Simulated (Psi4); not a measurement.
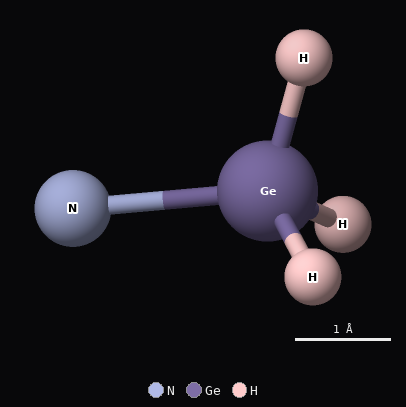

*The structure (ball-and-stick view, seen at a tilt). Sticks mark near contacts.*

# Single-point calculation, with input and output: GeNH3

The run: single-point calculation of GeNH3, multiplicity 3, SMILES [N][GeH3]. Method and program: wB97X-D/heavy-aug-cc-pVDZ, UKS (Psi4 1.11).

A bond length was changed on purpose from its optimised value.

## Input file (job.dat)
```
memory 1600 mb

molecule system {
  0 3
  N     -1.150615     0.025106     1.722167
  Ge     0.005750    -0.000130    -0.008750
  H     -0.726050     0.592710    -1.180850
  H      0.400050    -1.397520    -0.399400
  H      1.278160     0.784040     0.155290
  units angstrom
  symmetry c1
}

set basis heavy-aug-cc-pVDZ
set reference uks
set puream true
set scf_type pk
set dft_radial_points 99
set dft_spherical_points 590
set maxiter 150

result, w = energy('wb97x-d', return_wfn=True)
```

Launch command:
```bash
psi4 -i job.dat -o job.out -n 1
```

## Log
```
Psi4 1.11 release

   => Loading Basis Set <=

    Name: HEAVY-AUG-CC-PVDZ
    Role: ORBITAL
    Keyword: BASIS

   => WB97X-D: Empirical Dispersion <=

    Chai and Head-Gordon Dispersion Correction

        s6 =       1.000000

         ---------------------------------------------------------
                                   SCF
                              UKS Reference
                        1 Threads,   1525 MiB Core
         ---------------------------------------------------------

  ==> Geometry <==

    Molecular point group: c1
    Full point group: C1

    Geometry (in Angstrom), charge = 0, multiplicity = 3:

       Center              X                  Y                   Z               Mass
    ------------   -----------------  -----------------  -----------------  -----------------
         N           -0.988681436085     0.021576292244     1.479910133932    14.003074004430
         GE           0.167683563915    -0.003659707756    -0.251006866068    73.921177761000
         H           -0.564116436085     0.589180292244    -1.423106866068     1.007825032230
         H            0.561983563915    -1.401049707756    -0.641656866068     1.007825032230
         H            1.440093563915     0.780510292244    -0.086966866068     1.007825032230

  Running in c1 symmetry.

  Rotational constants: A =      2.86474  B =      0.29947  C =      0.29946 [cm^-1]
  Rotational constants: A =  85882.86483  B =   8977.82131  C =   8977.65192 [MHz]
  Nuclear repulsion =   95.101041241928655

  Charge       = 0
  Multiplicity = 3
  Electrons    = 42
  Nalpha       = 22
  Nbeta        = 20

  ==> Algorithm <==

  SCF Algorithm Type is PK.
  DIIS enabled.
  MOM disabled.
  Fractional occupation disabled.
  Guess Type is SAD.
  Energy threshold   = 1.00e-06
  Density threshold  = 1.00e-06
  Integral threshold = 1.00e-12

  ==> Primary Basis <==

  Basis Set: HEAVY-AUG-CC-PVDZ
    Blend: HEAVY-AUG-CC-PVDZ
    Number of shells: 32
    Number of basis functions: 74
    Number of Cartesian functions: 79
    Spherical Harmonics?: true
    Max angular momentum: 2

  ==> DFT Potential <==

   => LibXC <=

    Version 7.1.2

   => Composite Functional: WB97X-D <=

    wB97X-D Hyb-GGA Exchange-Correlation Functional

    Deriv               =              1
    GGA                 =           TRUE
    Meta                =          FALSE

    Exchange Hybrid     =           TRUE
    MP2 Hybrid          =          FALSE

   => Exchange-Correlation Functionals <=

    1.0000   wB97X-D range-separated functional

   => Exact (HF) Exchange <=

    0.7780            HF,LR [omega = 0.2000]
    0.2220               HF

   => LibXC Density Thresholds  <==

    XC_HYB_GGA_XC_WB97X_D:  1.00E-14

   => Molecular Quadrature <=

    Radial Scheme          =       TREUTLER
    Pruning Scheme         =           NONE
    Nuclear Scheme         =       TREUTLER

    Blocking Scheme        =         OCTREE
    BS radius alpha        =              1
    Pruning alpha          =              1
    Radial Points          =             99
    Spherical Points       =            590
    Total Points           =         283061
    Total Blocks           =           2130
    Max Points             =            256
    Max Functions          =             74
    Weights Tolerance      =       1.00E-15

  ==> Integral Setup <==

  Using in-core PK algorithm.
   Calculation information:
      Number of atoms:                   5
      Number of AO shells:              32
      Number of primitives:            133
      Number of atomic orbitals:        79
      Number of basis functions:        74

      Integral cutoff                 1.00e-12
      Number of threads:                 1

  Performing in-core PK
  Using 11555100 doubles for integral storage.
  We computed 139638 shell quartets total.
  Whereas there are 139656 unique shell quartets.

  Computing range-separated integrals for PK
  We computed 139638 wK shell quartets total.
  Whereas there are 139656 wK unique shell quartets.

  ==> DiskJK: Disk-Based J/K Matrices <==

    J tasked:                  Yes
    K tasked:                  Yes
    wK tasked:                 Yes
    Omega:               2.000E-01
    Memory [MiB]:              551
    Schwarz Cutoff:          1E-12

  Cached 100.0% of DFT collocation blocks in 0.579 [GiB].

  Minimum eigenvalue in the overlap matrix is 4.3253536829E-03.
  Reciprocal condition number of the overlap matrix is 8.4759474375E-04.
    Using symmetric orthogonalization.

  ==> Pre-Iterations <==

  SCF Guess: Superposition of Atomic Densities via on-the-fly atomic UHF (no occupation information).

   -------------------------
    Irrep   Nso     Nmo
   -------------------------
     A         74      74
   -------------------------
    Total      74      74
   -------------------------

  ==> Iterations <==

                        Total Energy        Delta E     RMS |[F,P]|

   @UKS iter SAD: -2129.25646621905025   -2.12926e+03   0.00000e+00
   @UKS iter   1: -2132.73680166362965   -3.48034e+00   1.60058e-02 DIIS/ADIIS
   @UKS iter   2: -2133.15583435960070   -4.19033e-01   1.24318e-02 DIIS/ADIIS
   @UKS iter   3: -2133.43124253966562   -2.75408e-01   1.20019e-03 DIIS/ADIIS
   @UKS iter   4: -2133.43524084671253   -3.99831e-03   6.62329e-04 DIIS/ADIIS
   @UKS iter   5: -2133.43675589809573   -1.51505e-03   9.27157e-05 DIIS
   @UKS iter   6: -2133.43689255687514   -1.36659e-04   3.79518e-05 DIIS
   @UKS iter   7: -2133.43692005887669   -2.75020e-05   1.40419e-05 DIIS
   @UKS iter   8: -2133.43692421300284   -4.15413e-06   5.24817e-06 DIIS
   @UKS iter   9: -2133.43692482621736   -6.13215e-07   1.30182e-06 DIIS
   @UKS iter  10: -2133.43692485790507   -3.16877e-08   3.67499e-07 DIIS
  Energy and wave function converged.

  ==> Post-Iterations <==

   Electrons on quadrature grid:
      Nalpha   =   22.0000000487 ; deviation = 4.865e-08
      Nbeta    =   20.0000000609 ; deviation = 6.093e-08
      Ntotal   =   42.0000001096 ; deviation = 1.096e-07

   @Spin Contamination Metric:   1.834011823E-02
   @S^2 Expected:                2.000000000E+00
   @S^2 Observed:                2.018340118E+00
   @S   Expected:                1.000000000E+00
   @S   Observed:                1.000000000E+00

    Orbital Energies [Eh]
    ---------------------

    Alpha Occupied:

       1A   -399.059492     2A    -50.010604     3A    -44.509633
       4A    -44.509052     5A    -44.509051     6A    -14.528095
       7A     -6.375518     8A     -4.539554     9A     -4.538136
      10A     -4.538135    11A     -1.346725    12A     -1.346724
      13A     -1.346292    14A     -1.343383    15A     -1.343382
      16A     -0.891518    17A     -0.654439    18A     -0.455086
      19A     -0.455059    20A     -0.411835    21A     -0.401585
      22A     -0.401574

    Alpha Virtual:

      23A      0.027660    24A      0.059287    25A      0.064396
      26A      0.064397    27A      0.094858    28A      0.123119
      29A      0.123151    30A      0.145022    31A      0.182315
      32A      0.182318    33A      0.209028    34A      0.220956
      35A      0.220964    36A      0.268011    37A      0.310592
      38A      0.310621    39A      0.327311    40A      0.412479
      41A      0.412491    42A      0.484723    43A      0.548621
      44A      0.548649    45A      0.575326    46A      0.604022
      47A      0.604026    48A      0.639644    49A      0.694117
      50A      0.694126    51A      0.778088    52A      0.778098
      53A      0.838793    54A      0.891251    55A      0.953495
      56A      0.953501    57A      1.113481    58A      1.113539
      59A      1.191707    60A      1.294496    61A      1.497258
      62A      1.497364    63A      1.567872    64A      1.724559
      65A      1.762134    66A      1.762236    67A      1.952818
      68A      2.009635    69A      2.009788    70A      2.250524
      71A      2.250532    72A      2.343523    73A      2.343530
      74A      2.352300

    Beta Occupied:

       1A   -399.059734     2A    -50.010626     3A    -44.509874
       4A    -44.509096     5A    -44.509096     6A    -14.493188
       7A     -6.375723     8A     -4.540051     9A     -4.538165
      10A     -4.538164    11A     -1.346625    12A     -1.346625
      13A     -1.346581    14A     -1.343548    15A     -1.343547
      16A     -0.764316    17A     -0.638532    18A     -0.441067
      19A     -0.441030    20A     -0.366285

    Beta Virtual:

      21A     -0.031239    22A     -0.031237    23A      0.039670
      24A      0.061755    25A      0.068167    26A      0.068167
      27A      0.109330    28A      0.128744    29A      0.128774
      30A      0.147583    31A      0.212015    32A      0.212019
      33A      0.212362    34A      0.224133    35A      0.224139
      36A      0.272113    37A      0.312162    38A      0.312192
      39A      0.333979    40A      0.412898    41A      0.412910
      42A      0.484879    43A      0.552284    44A      0.552315
      45A      0.577059    46A      0.608568    47A      0.608575
      48A      0.644161    49A      0.714555    50A      0.714566
      51A      0.792929    52A      0.792939    53A      0.846426
      54A      0.903892    55A      1.038678    56A      1.038683
      57A      1.115139    58A      1.115198    59A      1.230831
      60A      1.296534    61A      1.501955    62A      1.502061
      63A      1.578719    64A      1.758480    65A      1.765871
      66A      1.765975    67A      1.958281    68A      2.014051
      69A      2.014203    70A      2.376156    71A      2.376163
      72A      2.419903    73A      2.425394    74A      2.425400

    Final Occupation by Irrep:
              A
    DOCC [    20 ]
    SOCC [     2 ]
    NA   [    22 ]
    NB   [    20 ]

  @UKS Final Energy: -2133.43692485790507

   => Energetics <=

    Nuclear Repulsion Energy =             95.1010412419286553
    One-Electron Energy =               -3158.8192602597682708
    Two-Electron Energy =                 994.7738797467220593
    DFT Exchange-Correlation Energy =     -64.4915780781793586
    Empirical Dispersion Energy =          -0.0010075086082662
    VV10 Nonlocal Energy =                  0.0000000000000000
    Total Energy =                      -2133.4369248579050691

  UHF NO Occupations:
  HONO-2 :   20  A 1.9926412
  HONO-1 :   21  A 1.0000000
  HONO-0 :   22  A 1.0000000
  LUNO+0 :   23  A 0.0073588
  LUNO+1 :   24  A 0.0015003
  LUNO+2 :   25  A 0.0001633
  LUNO+3 :   26  A 0.0001632

Computation Completed

Properties will be evaluated at   0.000000,   0.000000,   0.000000 [a0]

Properties computed using the SCF density matrix

 Multipole Moments:

 ------------------------------------------------------------------------------------
     Multipole            Electronic (a.u.)      Nuclear  (a.u.)        Total (a.u.)
 ------------------------------------------------------------------------------------

 L = 1.  Multiply by 2.5417464519 to convert [e a0] to [Debye]
 Dipole X            :          0.6066760           -0.2209757            0.3857003
 Dipole Y            :         -0.0132733            0.0048458           -0.0084275
 Dipole Z            :         -0.9090717            0.3314969           -0.5775747
 Magnitude           :                                                    0.6945706

 ------------------------------------------------------------------------------------

	total time  =         42 seconds =       0.70 minutes

    Psi4 run time: 0:00:42.65
```

## Results in brief

```csv
quantity,value
outcome,converged
total energy,−2133.436925 hartree
dispersion energy,−0.001008 hartree
basis functions,74
⟨S²⟩,2.018
dipole moment,1.77 D
hardware,"1 thread of Intel Xeon @ 2.50GHz (Skylake/Cascade Lake), 192 GiB of memory available, shared host"
wall time,45 s
peak memory,1.1 GiB
```
